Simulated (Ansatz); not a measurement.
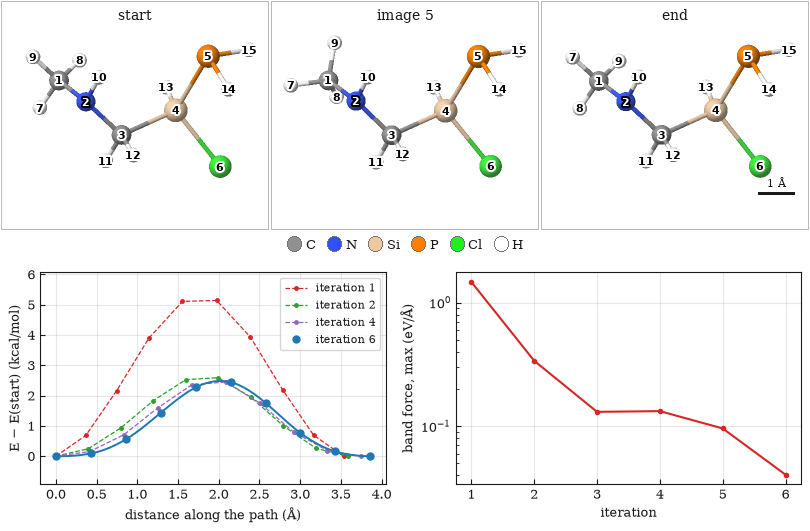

A search for the minimum-energy path of C$_{2}$H$_{9}$ClNPSi by the nudged elastic band. Images are numbered from 0 (start) to 9 (end). The plot follows the band through its iterations. The picture is a ball-and-stick view, seen at a tilt.

Method: RKS BHLYP/def2-SVP in Ansatz 0.2.0.

Input
```yaml
crystal:
  periodic: [false, false, false]
  atoms:
    - { symbol: C, position_ang: [0.184437, -2.077318, -0.795883] }
    - { symbol: "N", position_ang: [1.062558, -1.080577, -0.239416] }
    - { symbol: C, position_ang: [0.831232, 0.283965, -0.661985] }
    - { symbol: Si, position_ang: [-0.716234, 1.151599, 0.011125] }
    - { symbol: P, position_ang: [-0.67012, 1.064759, 2.268259] }
    - { symbol: Cl, position_ang: [-0.707934, 3.097675, -0.731943] }
    - { symbol: H, position_ang: [0.295376, -2.100897, -1.885024] }
    - { symbol: H, position_ang: [-0.887313, -1.933219, -0.580787] }
    - { symbol: H, position_ang: [0.46709, -3.063892, -0.420997] }
    - { symbol: H, position_ang: [1.110195, -1.155112, 0.76525] }
    - { symbol: H, position_ang: [0.797783, 0.320946, -1.757499] }
    - { symbol: H, position_ang: [1.69103, 0.906365, -0.384537] }
    - { symbol: H, position_ang: [-1.984616, 0.530849, -0.424819] }
    - { symbol: H, position_ang: [0.293374, 2.093371, 2.410517] }
    - { symbol: H, position_ang: [-1.788759, 1.910686, 2.45714] }
basis:
  gaussian: { orbitals: def2-SVP }
hamiltonian:
  xc: { name: BHLYP }
neb:
  order_check: false
  images: 8
  f_tol: 0.05
  max_iterations: 26
  initial_path: idpp
  climbing: false
  final_atoms:
    - { symbol: C, position_ang: [0.20566765, -2.06143398, -0.84053992] }
    - { symbol: "N", position_ang: [1.0785348, -1.04343172, -0.31481375] }
    - { symbol: C, position_ang: [0.78072049, 0.31869642, -0.7029506] }
    - { symbol: Si, position_ang: [-0.75088645, 1.12397017, 0.0745843] }
    - { symbol: P, position_ang: [-0.55585252, 1.02900569, 2.32328193] }
    - { symbol: Cl, position_ang: [-0.86889347, 3.07143788, -0.6540106] }
    - { symbol: H, position_ang: [0.54242223, -3.04339532, -0.49971607] }
    - { symbol: H, position_ang: [0.25761591, -2.06343876, -1.9342022] }
    - { symbol: H, position_ang: [-0.85675494, -1.95886537, -0.5649214] }
    - { symbol: H, position_ang: [1.18080871, -1.13036594, 0.68468755] }
    - { symbol: H, position_ang: [0.6806375, 0.36834451, -1.79385525] }
    - { symbol: H, position_ang: [1.63630292, 0.96396433, -0.46826529] }
    - { symbol: H, position_ang: [-2.01879353, 0.45372059, -0.28240094] }
    - { symbol: H, position_ang: [0.36564758, 2.10088973, 2.41389409] }
    - { symbol: H, position_ang: [-1.69907788, 1.82010177, 2.58862914] }
```

Launched with:
```bash
ansatz run input.yaml --threads 2 --pin off --max-ram 3072MiB --backend cpu --events-out ev --progress --plain --runs-dir out
```

Question: How did the profile develop, and is the result final?

Answer: The run is converged, with reservations. The band converged in 6 iterations. The largest component of the band force went from 1.5 to 0.04 eV/Å. No image climbed, so the highest image needn't lie on the saddle point, and the true maximum along this path can be higher. The first iteration put the highest image at 5.14 kcal/mol. The two ends have the same energy, and the highest point, image 5, lies 2.44 kcal/mol above the start.
